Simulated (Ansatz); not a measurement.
**GaAs (F-43m): the PBE gap against the k mesh of the density**

Aim: see how gap, energy and time of GaAs (F-43m) follow the k mesh of the density.

Main program and level: Ansatz 0.2.0; DFT, PBE, plane waves, PAW.

### 1. The structure

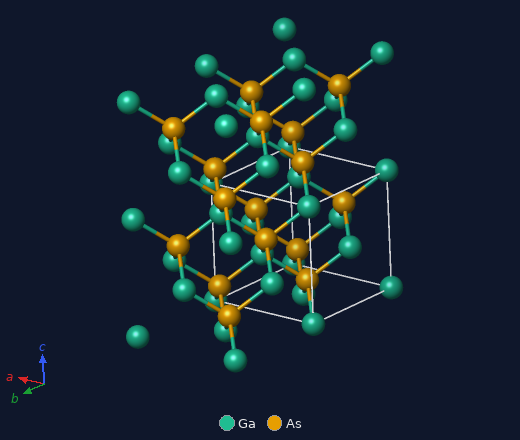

Start, viewed from a free direction; gallium teal, arsenic orange. 1×2×2 cells are drawn. This picture shows the conventional cell, with its axes. Bonds to atoms that aren't drawn are left out. Some periodic images of atoms are drawn too.

Coordinates:

```cif
data_structure
_symmetry_space_group_name_H-M 'P 1'
_symmetry_Int_Tables_number 1
_cell_length_a 3.9978
_cell_length_b 3.9978
_cell_length_c 3.9978
_cell_angle_alpha 60.000
_cell_angle_beta 60.000
_cell_angle_gamma 60.000
_cell_volume 45.18
loop_
_atom_site_label
_atom_site_type_symbol
_atom_site_fract_x
_atom_site_fract_y
_atom_site_fract_z
_atom_site_occupancy
Ga1 Ga 0.00000 0.00000 0.00000 1
As2 As 0.25000 0.25000 0.25000 1
```

The cell and positions come from the Crystallography Open Database and are kept as given unless a step says otherwise. The default PAW set here is soft_2. Its files were made with PBE.

### 2. k mesh of the density: 2×2×2

The input, input.yaml:

```yaml
crystal:
  lattice:
    - [0.0, 2.82685, 2.82685]
    - [2.82685, 0.0, 2.82685]
    - [2.82685, 2.82685, 0.0]
  atoms:
    - { symbol: Ga, position: [0.0, 0.0, 0.0] }
    - { symbol: As, position: [0.25, 0.25, 0.25] }
kpoints:
  mp_grid: { grid: [2, 2, 2] }
  band_path:
    path:
      - [0.0, 0.0, 0.0]
      - [-0.5, -0.5, 0.0]
      - [-0.375, -0.375, 0.25]
      - [-0.375, 0.0, 0.375]
      - [0.0, 0.0, 0.5]
      - [-0.5, -0.25, 0.25]
    npoints: 1
hamiltonian:
  xc: pbe
scf:
  occupations: { method: fixed }
  n_extra_bands: 4
output:
  eigenvalues: true
```

On the command line:

```sh
$ ansatz run input.yaml --threads 3 --pin off --max-ram 92160MiB --backend cuda --events-out ev --progress --plain --runs-dir out --devices 1 --max-vram 13GiB  # rebuilt from the run's record
```

Numbers of over 12 decimals in the logs are rounded to 6 here.

Output:

```text
scf.n_extra_bands = 4 over 14 filled bands (N_el = 28.0): the run solves 18 bands
GPUs: using 1 of 1 available (devices: 1).
Engine: ansatz 0.2.0, x86_64-unknown-linux-gnu
Pseudopotentials: kind: paw
Pseudopotential: Ga, paw, valence charge 13, recommended cutoff 420 eV (normal), Ga.paw.azcp
Pseudopotential: As, paw, valence charge 15, recommended cutoff 420 eV (normal), As.paw.azcp
Functional definition: PBE
  parameter kappa = 0.804
  parameter beta = 0.066725
  exchange = pbe_x(kappa = kappa, mu = beta*pi^2/3)
  correlation = pbe_c(beta = beta)
device memory: the entry about to start is reckoned to put 1.4 GiB on a device that reports 51.0 GiB free (of which the cap on the GPU budget leaves the run 13.0 GiB)
GPU FFT provider: cuFFT
GPU libraries: cuBLAS 13.8.2, cuFFT 12.4.0, cuSOLVER 12.3.4
Crystal: 2 atoms, lattice volume = 45.179 Å³
Basis set: ecut = 420 eV, 893 PW (Γ)
Bands: 18, of which v1, the nominal top of the filled ones, is band 14 counted from 1 (13 counted from 0)
Symmetry: 24 space group operations
Space group: F-43m (ITA 216), of the structure as read, at distance tolerance 3.6e-5 Å
k-points: 3 of 8
Non-local potential: Ga, projectors of the file, l = 0: 2, l = 1: 2, l = 2: 3, l = 3: 1
Non-local potential: As, projectors of the file, l = 0: 2, l = 1: 2, l = 2: 3, l = 3: 1
PAW form: soft (Blöchl's): semilocal exchange-correlation on the pseudo side does not see the compensation charge
PAW one-centre angular grid: Ga, 590 points (default); XC on 64 Gauss nodes
PAW one-centre angular grid: As, 590 points (default); XC on 64 Gauss nodes
Initial density: superposition of atomic densities (neutral atoms: chi_scale 0, normalization atom), corrected by the library's trained network
Initial wavefunctions: pseudopotential atomic-orbital guess
GPU buffer pool allocated for 19683 grid points (all kernels)
GPU transforms: local potential and band sums: pruned to the plane-wave sphere, on 25×27×27
Functional: x = pbe(κ = 0.804, μ = 0.219515), c = pbe(β = 0.066725)
SCF iter   1: F=—  HF=-8637.443993 eV  |F-HF|=—  |Δ(HF+E_count)|=         —  Δρ=1.64e-2  dr2=1.69e-1  ethr=1.77e-3  ⟨swp⟩=4.0  Hψ=215  notcnv=0  defer=3
preconditioner: auto → none  [insulator: Δε(μ)=0.507 eV  Ē_g=15.247 eV  n_scr=14 (ndim 8)  ℏωp=23.4 eV  f_vac=0.086  ε∞_Penn≈3.4]
SCF iter   2: F=—  HF=-8637.406775 eV  |F-HF|=—  |Δ(HF+E_count)|=   3.72e-2  Δρ=6.36e-3  dr2=1.45e-2  ethr=6.05e-4  ⟨swp⟩=2.0  Hψ=91  notcnv=0  defer=3
SCF iter   3: F=—  HF=-8637.407258 eV  |F-HF|=—  |Δ(HF+E_count)|=   4.84e-4  Δρ=2.46e-3  dr2=2.54e-3  ethr=5.19e-5  ⟨swp⟩=2.0  Hψ=105  notcnv=0  defer=3
SCF iter   4: F=—  HF=-8637.408104 eV  |F-HF|=—  |Δ(HF+E_count)|=   8.45e-4  Δρ=8.72e-4  dr2=1.78e-4  ethr=9.07e-6  ⟨swp⟩=2.7  Hψ=93  notcnv=0  defer=3
SCF iter   5: F=—  HF=-8637.408130 eV  |F-HF|=—  |Δ(HF+E_count)|=   2.61e-5  Δρ=2.13e-4  dr2=1.19e-5  ethr=6.35e-7  ⟨swp⟩=2.0  Hψ=90  notcnv=0  defer=3
SCF iter   6: F=—  HF=-8637.408123 eV  |F-HF|=—  |Δ(HF+E_count)|=   6.74e-6  Δρ=5.64e-5  dr2=7.99e-7  ethr=4.27e-8  ⟨swp⟩=2.0  Hψ=79  notcnv=0  defer=1
SCF iter   7: F=-8637.408125 eV  HF=-8637.408125 eV  |F-HF|=2.44e-8  |Δ(HF+E_count)|=   1.66e-6  Δρ=7.05e-6  dr2=1.07e-8  ethr=3.57e-10  ⟨swp⟩=5.3  Hψ=212  notcnv=0
SCF 1 converged in 7 iterations: F = -8637.408125 eV  dr2 = 1.07e-8
[...]
device memory: the entry about to start is reckoned to put 0.8 GiB on a device that reports 51.6 GiB free (of which the cap on the GPU budget leaves the run 13.0 GiB)
NSCF: frozen V_eff on 6 k-points
SCF converged after 7 iterations
Free energy (F): -8637.408125 eV
Harris-Foulkes:  -8637.408125 eV  (|F-HF|=2.44e-8)
Internal energy: -8637.408125 eV  (E = F + TS)
E sigma→0 (E₀):  -8637.408125 eV
Fermi energy:    8.522916 eV
--- Per-component energies (eV) ---
  E_band       = -300.148370
  E_kinetic    = 223.922919
  E_local      = -3929.300846  (includes V_loc(G=0)·N_el)
  E_nonlocal   = -242.562650
  E_hartree    = 1986.432018
  E_xc         = -147.916773
  E_vxc        = -137.050548  (∫ρ·V_xc dr)
  E_paw        = -3829.254868  (= ΣΔE_a)
  E_vpaw       = -188.020804  (= ΣTr[D̂ρ^β])
  E_aug_tail   = -0.000139  (compensation charges beyond the density's cutoff)
  E_ewald      = -2698.727786
  E_smearing   = -0.000000  (= −TS)
  E_closure    = -0.000000  (closes the sum)
  Σ components = -8637.408125   (vs F -8637.408125, Δ=0.00e0)
--- Band table (eV) ---
  k-point 0: bands = [... 10 lower, -4.2230, 8.5229, 8.5229, 8.5229, 8.9693, 12.0272, 12.0272, 12.0272]
  k-point 1: bands = [... 10 lower, -2.4180, 1.7405, 7.3332, 7.3332, 9.3996, 12.9611, 12.9611, 16.2226]
  k-point 2: bands = [... 10 lower, -1.6323, 1.5218, 5.7589, 5.7589, 9.8322, 10.0633, 18.5614, 18.5614]
```

Run time: 3.7 s. Hardware: 1 × NVIDIA H100 80GB HBM3 (shared by 6 runs) with 3 threads of AMD EPYC 7R13 (Zen 3), shared host; peak memory 0.89 GiB; 3.1 s of CPU time.

This step gave:

```yaml
gap: 0.4464 eV
valence_top_at: Γ
conduction_bottom_at: Γ
least_direct_gap: 0.4464 eV
```

The gap is direct, at Γ.

### 3. k mesh of the density: 4×4×4

Edit input.yaml of step 2 so:

```diff
@@ -9,3 +9,3 @@
 kpoints:
-  mp_grid: { grid: [2, 2, 2] }
+  mp_grid: { grid: [4, 4, 4] }
   band_path:
```

Output:

```text
[...]
GPUs: using 1 of 1 available (devices: 1).
[...]
GPU FFT provider: cuFFT
GPU libraries: cuBLAS 13.8.2, cuFFT 12.4.0, cuSOLVER 12.3.4
Crystal: 2 atoms, lattice volume = 45.179 Å³
Basis set: ecut = 420 eV, 893 PW (Γ)
Bands: 18, of which v1, the nominal top of the filled ones, is band 14 counted from 1 (13 counted from 0)
Symmetry: 24 space group operations
[...]
Fermi energy:    8.230875 eV
[...]
--- Band table (eV; the first three rows and the last of 8) ---
  k-point 0: bands = [... 10 lower, -4.4994, 8.2309, 8.2309, 8.2309, 8.7354, 11.9362, 11.9362, 11.9362]
  k-point 1: bands = [... 10 lower, -3.8061, 4.0823, 7.5488, 7.5488, 9.6646, 12.8053, 12.8053, 14.1818]
  k-point 2: bands = [... 10 lower, -2.7302, 1.5768, 7.0838, 7.0838, 9.2146, 12.8454, 12.8454, 15.9767]
  k-point 7: bands = [... 10 lower, -1.9285, 1.5788, 4.6874, 4.8765, 12.8403, 12.9425, 13.6167, 14.2623]
[key lines of the parts left out:]
SCF converged after 6 iterations
Free energy (F): -8639.660675 eV
```

Run time: 8.4 s. Hardware: 1 × NVIDIA H100 80GB HBM3 (shared by 6 runs) with 3 threads; peak memory 0.9 GiB; 6.9 s of CPU time.

Numbers from this step:

- gap: 0.5045 eV
- valence top at: Γ
- conduction bottom at: Γ
- least direct gap: 0.5045 eV

The gap is 0.505 eV, +0.058 eV from the run before at this level.

### 4. k mesh of the density: 8×8×8 (the default)

input.yaml, the sections that differ from step 3:

```yaml
kpoints:
  mp_grid: { grid: [8, 8, 8] }
  band_path:
    path:
      - [[0.0, 0.0, 0.0], [-0.5, -0.5, 0.0], [-0.375, -0.375, 0.25]]
      - [[-0.375, 0.0, 0.375], [0.0, 0.0, 0.0], [0.0, 0.0, 0.5], [-0.5, -0.25, 0.25], [-0.5, -0.5, 0.0]]
    npoints: 10
scf:
  occupations: { method: fermi_dirac, width: 0.02 }
  n_extra_bands: 4
output:
  eigenvalues: true
  write_density: true
  write_potential: true
  elf: true
  volumetric_format: npy
# crystal, hamiltonian: as in step 3
```

Output:

```text
[...]
GPUs: using 1 of 1 available (devices: 1).
[...]
GPU FFT provider: cuFFT
GPU libraries: cuBLAS 13.8.2, cuFFT 12.4.0, cuSOLVER 12.3.4
Crystal: 2 atoms, lattice volume = 45.179 Å³
Basis set: ecut = 420 eV, 893 PW (Γ)
Bands: 18, of which v1, the nominal top of the filled ones, is band 14 counted from 1 (13 counted from 0)
Symmetry: 24 space group operations
[...]
Fermi energy:    8.452878 eV
[...]
--- Band table (eV; the first three rows and the last of 29) ---
  k-point 0: bands = [... 10 lower, -4.5435, 8.1841, 8.1841, 8.1841, 8.6996, 11.9233, 11.9233, 11.9233]
  k-point 1: bands = [... 10 lower, -4.3607, 6.2225, 7.9485, 7.9485, 9.7759, 12.2707, 12.2707, 12.3830]
  k-point 2: bands = [... 10 lower, -3.8508, 4.0492, 7.5071, 7.5071, 9.6371, 12.7887, 12.7887, 14.1408]
  k-point 28: bands = [... 10 lower, -1.9853, 1.5602, 4.6533, 4.8464, 12.8072, 12.9081, 13.5996, 14.2334]
[key lines of the parts left out:]
SCF converged after 6 iterations
Free energy (F): -8639.834048 eV
```

Run time: 4.1 s. Hardware: 1 × NVIDIA H100 80GB HBM3 (shared by 6 runs) with 3 threads; peak memory 0.92 GiB; 3.5 s of CPU time.

Numbers from this step:

```
gap                  : 0.5155 eV
valence top at       : Γ
conduction bottom at : Γ
least direct gap     : 0.5155 eV
```

The gap is 0.516 eV, +0.011 eV from the run before at this level.

### 5. k mesh of the density: 10×10×10

input.yaml, the sections that differ from step 4:

```yaml
kpoints:
  mp_grid: { grid: [10, 10, 10] }
  band_path:
    path:
      - [0.0, 0.0, 0.0]
      - [-0.5, -0.5, 0.0]
      - [-0.375, -0.375, 0.25]
      - [-0.375, 0.0, 0.375]
      - [0.0, 0.0, 0.5]
      - [-0.5, -0.25, 0.25]
    npoints: 1
scf:
  occupations: { method: fixed }
  n_extra_bands: 4
# crystal, hamiltonian, output: as in step 4
```

Output:

```text
[...]
GPUs: using 1 of 1 available (devices: 1).
[...]
GPU FFT provider: cuFFT
GPU libraries: cuBLAS 13.8.2, cuFFT 12.4.0, cuSOLVER 12.3.4
Crystal: 2 atoms, lattice volume = 45.179 Å³
Basis set: ecut = 420 eV, 893 PW (Γ)
Bands: 18, of which v1, the nominal top of the filled ones, is band 14 counted from 1 (13 counted from 0)
Symmetry: 24 space group operations
[...]
Fermi energy:    8.182406 eV
[...]
--- Band table (eV; the first three rows and the last of 47) ---
  k-point 0: bands = [... 10 lower, -4.5451, 8.1824, 8.1824, 8.1824, 8.6985, 11.9230, 11.9230, 11.9230]
  k-point 1: bands = [... 10 lower, -4.4274, 6.6719, 8.0240, 8.0240, 9.6603, 12.1583, 12.1583, 12.1755]
  k-point 2: bands = [... 10 lower, -4.0896, 4.8880, 7.6819, 7.6819, 9.7686, 12.6184, 12.6184, 13.3465]
  k-point 46: bands = [... 10 lower, -1.9930, 1.5397, 4.7237, 4.8979, 12.1052, 12.2273, 14.4950, 14.8851]
[key lines of the parts left out:]
SCF converged after 6 iterations
Free energy (F): -8639.837791 eV
```

Elapsed: 6.2 s, on 1 × NVIDIA H100 80GB HBM3 (shared by 6 runs) with 3 threads; peak memory 0.91 GiB.

Numbers from this step:

```yaml
gap: 0.5161 eV
valence_top_at: Γ
conduction_bottom_at: Γ
least_direct_gap: 0.5161 eV
```

The gap is 0.516 eV, +0.001 eV from the run before at this level.

### 6. The series

Differences are against the last row; a negative gap means that bands overlap, and a run with a band path holds that path's time. Times are wall times on 1 × NVIDIA H100 80GB HBM3 (shared by 6 runs) with 3 threads of AMD EPYC 7R13 (Zen 3), shared host, good to a factor of about two.

```tsv
k mesh of the density	gap (eV)	direct gap (eV)	gap error (eV)	energy error (meV/atom)	irreducible k	time
2×2×2	0.446	0.446	−0.070	+1214.8	3	3.7 s
4×4×4	0.505	0.505	−0.012	+88.6	8	8.4 s
8×8×8	0.516	0.516	−0.001	+1.9	29	4.1 s
10×10×10	0.516	0.516	+0.000	+0.0	47	6.2 s
```

### 7. What came out

| Quantity | Value |
| --- | --- |
| 2×2×2 | 0.446 eV |
| 4×4×4 | 0.505 eV |
| 8×8×8 | 0.516 eV |
| 10×10×10 | 0.516 eV |

The gap holds to 0.02 eV from 4×4×4 on. At 2×2×2 the gap is off by −0.070 eV and the energy by +1215 meV/atom. The gap is read over the mesh and added points near the edges, so meshes differ mainly through the density and, for a hybrid, the exchange operator.

[Paths, hosts, dates, memory and timing lines, banners, echoed tables and standing remarks are left out of the program output.]

[Logs are printed without paths, hosts, clocks, repeated set-up lines and the standing remarks that a program may print on its own settings, such as how far it seeks lower states.]

[Runs of the session that timed out or met a known fault of the program may be left out.]

[Cells called generated may have been cut or substituted from an entry of the Crystallography Open Database or the Materials Project.]

[Hosts, paths, dates, database ids (printed as entryN), source tags and the programs' standing remarks are cut or masked in the printed files.]
